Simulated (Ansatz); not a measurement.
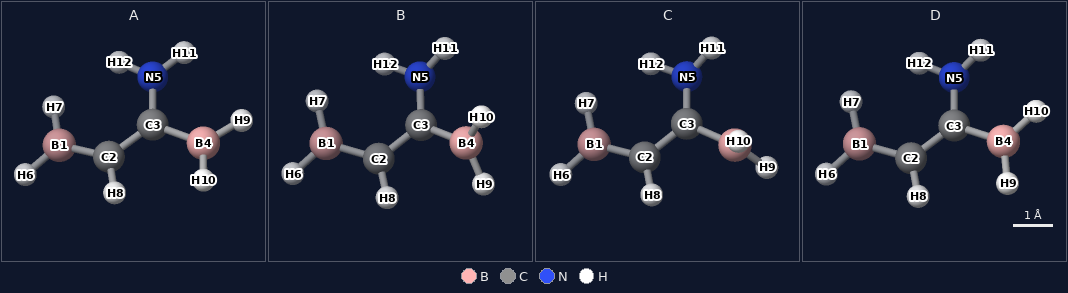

4 geometries from a converged minimum-energy path of C₂H₇B₂N, shuffled. Style: ball-and-stick. Shown at a tilt.

All numbers below come from RKS PBE-D4/STO-3G (Ansatz). Settings: 7 movable images; climbing image; force threshold 0.05 eV/Å; iteration limit 60; starting path by image-dependent pair potential.

Q: Which frame is the top of the path?

A: C. In order along the path, whose images run from 0 to 8: A (image 1, +1.4 kJ/mol), C (image 4, +27.6 kJ/mol), B (image 6, +8.8 kJ/mol), D (image 8, 0.0 kJ/mol). The motion is a rotation about the C3–B4 bond by about 180°. No bond forms or breaks between the ends. Among the angles between lasting bonds that change up to the highest image: C2–C3–B4 121.8° → 115.1°, B4–C3–N5 117.1° → 122.2°.

Limits of the set-up: STO-3G is a minimal basis, so the numbers are rough.
